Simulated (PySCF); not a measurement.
# Two runs on C₂H₄O₂Si

System: C₂H₄O₂Si.
Method of the first run: TDDFT PBE0/def2-TZVP, vertical, gas phase, core orbitals frozen in the response (PySCF 2.14.0).

The geometry comes from this level: PBE0-D3(BJ)/def2-SVP. Text and figures count atoms from 1; the logs count them from 0 in places.

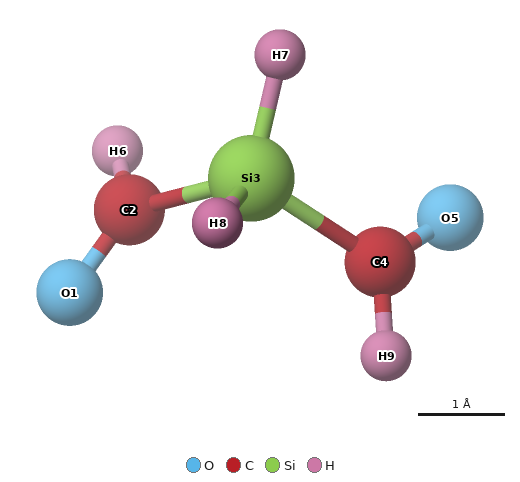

**Figure 1.** The structure as given in the input (ball-and-stick view, seen at a tilt; atoms are numbered from 1 in the order of the input).

### Input file, the first run
```
{"job": {"kind": "uv", "xc": "PBE0", "basis": "def2-TZVP"}, "charge": 0, "multiplicity": 1}
O     -1.951164    -1.052633     0.875264
C     -1.480620    -0.540511    -0.108291
Si    -0.059945     0.769847     0.026968
C      1.563713    -0.284606     0.061265
O      2.201317    -0.496827    -0.937605
H     -1.831132    -0.849081    -1.132355
H     -0.031010     1.658731    -1.168251
H     -0.231572     1.516621     1.305193
H      1.878835    -0.736170     1.043308
```

The first line tells a small driver script what to run in PySCF; the rest is the geometry in Å.

Command:
```bash
OMP_NUM_THREADS=1 python <driver script> task.json out
```

Hardware: 1 CPU thread, shared host.

### Output (the first run)
```
coarse grid: 8448 points
cycle   1  E = -518.0247312537  dE =  5.856e-01  |g| = 1.008e+00  |ddm| = 2.400e+00
cycle   2  E = -517.0996379958  dE =  9.251e-01  |g| = 2.373e+00  |ddm| = 2.353e+00
cycle   3  E = -518.2261759389  dE = -1.127e+00  |g| = 5.628e-02  |ddm| = 1.838e+00
cycle   4  E = -518.2266988834  dE = -5.229e-04  |g| = 3.921e-02  |ddm| = 9.092e-02
cycle   5  E = -518.2270510410  dE = -3.522e-04  |g| = 1.062e-02  |ddm| = 3.348e-02
cycle   6  E = -518.2270753255  dE = -2.428e-05  |g| = 3.581e-03  |ddm| = 1.070e-02
cycle   7  E = -518.2270769655  dE = -1.640e-06  |g| = 2.245e-03  |ddm| = 2.998e-03
final grid: 78248 points
cycle   8  E = -518.2233892041  dE =  3.039e-06  |g| = 1.379e-02  |ddm| = 2.267e-02
cycle   9  E = -518.2232649244  dE =  1.243e-04  |g| = 2.935e-02  |ddm| = 1.970e-02
cycle  10  E = -518.2234227193  dE = -1.578e-04  |g| = 9.934e-04  |ddm| = 1.448e-02
cycle  11  E = -518.2234229322  dE = -2.129e-07  |g| = 1.850e-04  |ddm| = 9.056e-04
cycle  12  E = -518.2234229401  dE = -7.934e-09  |g| = 3.824e-05  |ddm| = 1.490e-04
cycle  13  E = -518.2234229404  dE = -2.910e-10  |g| = 2.290e-05  |ddm| = 4.064e-05
converged SCF energy = -518.2234229404

Static polarisability (au): isotropic 57.949, principal 50.394 54.898 68.555

Singlet excitations
state   eV       nm        f      main configurations
  1   2.9489    420.4   0.00913   H->L 0.84, H-1->L+1 0.15
  2   3.2712    379.0   0.00208   H-1->L 0.64, H->L+1 0.34
  3   4.3498    285.0   0.00423   H->L+1 0.65, H-1->L 0.35
  4   5.0679    244.6   0.13690   H-1->L+1 0.83, H->L 0.15
  5   6.6072    187.7   0.02013   H->L+2 0.84, H->L+4 0.10
  6   6.7105    184.8   0.00699   H->L+4 0.74, H->L+2 0.13
  7   6.7291    184.3   0.00953   H-2->L 0.90
  8   6.8090    182.1   0.04530   H->L+3 0.83
  9   7.2700    170.5   0.06503   H-1->L+3 0.45, H-1->L+2 0.40
 10   7.3218    169.3   0.05311   H-1->L+3 0.47, H-1->L+2 0.45

Triplet excitations (Tamm-Dancoff, eV): 2.2202 2.5546 4.1203 4.4462
```

The input of the second run differs as follows (lines with − go, lines with + come):
```diff
-"basis": "def2-TZVP"
+"basis": "def2-TZVPD"
```

What does this change do to the results?

The total energy of the second run is 1.1 kcal/mol lower, which measures the change of basis and not a stability. The LUMO goes from −2.39 to −2.45 eV. The dipole moment goes from 1.42 to 1.45 D. The strongest computed line goes from 5.07 to 5.00 eV. The number of SCF iterations is the same. The basis functions go from 185 to 233.

### Output (the second run)
```
coarse grid: 8448 points
cycle   1  E = -518.0267492800  dE =  5.861e-01  |g| = 1.007e+00  |ddm| = 2.334e+00
cycle   2  E = -517.0890811549  dE =  9.377e-01  |g| = 2.384e+00  |ddm| = 1.655e+00
cycle   3  E = -518.2279885814  dE = -1.139e+00  |g| = 5.369e-02  |ddm| = 1.192e+00
cycle   4  E = -518.2284812894  dE = -4.927e-04  |g| = 3.660e-02  |ddm| = 7.498e-02
cycle   5  E = -518.2287852577  dE = -3.040e-04  |g| = 1.044e-02  |ddm| = 2.899e-02
cycle   6  E = -518.2288090401  dE = -2.378e-05  |g| = 3.336e-03  |ddm| = 8.307e-03
cycle   7  E = -518.2288103729  dE = -1.333e-06  |g| = 2.247e-03  |ddm| = 2.555e-03
final grid: 78248 points
cycle   8  E = -518.2251262210  dE =  1.955e-06  |g| = 1.371e-02  |ddm| = 6.422e-02
cycle   9  E = -518.2250026113  dE =  1.236e-04  |g| = 2.926e-02  |ddm| = 1.804e-02
cycle  10  E = -518.2251592752  dE = -1.567e-04  |g| = 9.831e-04  |ddm| = 1.272e-02
cycle  11  E = -518.2251594834  dE = -2.081e-07  |g| = 1.868e-04  |ddm| = 8.187e-04
cycle  12  E = -518.2251594915  dE = -8.158e-09  |g| = 3.579e-05  |ddm| = 1.662e-04
cycle  13  E = -518.2251594918  dE = -3.083e-10  |g| = 1.720e-05  |ddm| = 4.089e-05
converged SCF energy = -518.2251594918

Static polarisability (au): isotropic 61.881, principal 54.428 58.031 73.185

Singlet excitations
state   eV       nm        f      main configurations
  1   2.9363    422.2   0.00853   H->L 0.84, H-1->L+1 0.15
  2   3.2560    380.8   0.00182   H-1->L 0.62, H->L+1 0.35
  3   4.3043    288.0   0.00342   H->L+1 0.63, H-1->L 0.36
  4   4.9959    248.2   0.12811   H-1->L+1 0.82, H->L 0.15
  5   6.3494    195.3   0.01395   H->L+2 0.88
  6   6.4644    191.8   0.00933   H->L+4 0.52, H->L+5 0.39
  7   6.5104    190.4   0.02749   H->L+5 0.51, H->L+4 0.42
  8   6.6678    185.9   0.00810   H-2->L 0.49, H->L+3 0.31
  9   6.7134    184.7   0.03772   H-2->L 0.45, H->L+3 0.40
 10   6.9477    178.5   0.05461   H->L+6 0.42, H-1->L+2 0.18, H->L+3 0.17

Triplet excitations (Tamm-Dancoff, eV): 2.2148 2.5462 4.0865 4.4093
```

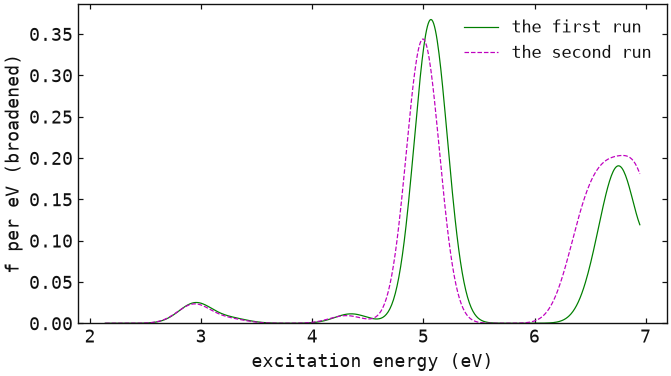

**Figure 2.** Absorption of the two runs from their computed states, each broadened by a Gaussian of 0.35 eV full width; the range ends where the shorter list of states ends.

### The two runs side by side

| quantity | the first run | the second run |
| --- | --- | --- |
| outcome | converged | converged |
| total energy (hartree) | −518.223423 | −518.225159 |
| HOMO (eV) | −7.13 | −7.17 |
| LUMO (eV) | −2.39 | −2.45 |
| dipole moment (D) | 1.42 | 1.45 |
| lowest excitation (eV) | 2.95 | 2.94 |
| SCF iterations | 13 | 13 |
| strongest computed line (eV) | 5.07 | 5.00 |
| basis functions | 185 | 233 |
| wall time (shared host) | 16 s | 25 s |
